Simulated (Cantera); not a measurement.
Charge: 1 mol Si, 1.4 mol HCl, 3 mol H2, at 0.133 bar.

These are equilibrium values from Cantera (NASA tables, ideal gas, pure condensed phases), not measurements of a reactor. Candidate condensed phases: Si; 19 gas species. The tables' values for SiCl3 are old estimates; treat these amounts as uncertain. The numbers say what is thermodynamically allowed, not how fast it happens.

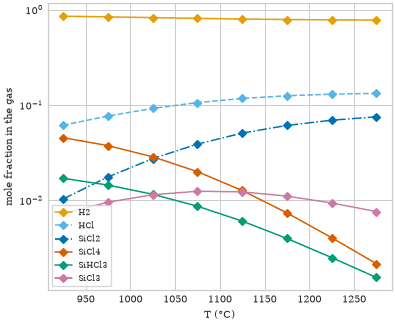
Fig. 1. Equilibrium gas composition (values under 1e-9 drawn at 1e-9)

Question: Read off the mole fractions at 1075 °C.

Answer: H2 about 0.81, HCl about 0.11, SiCl2 about 0.039, SiCl4 about 0.020, SiCl3 about 0.012, SiHCl3 about 0.0087.
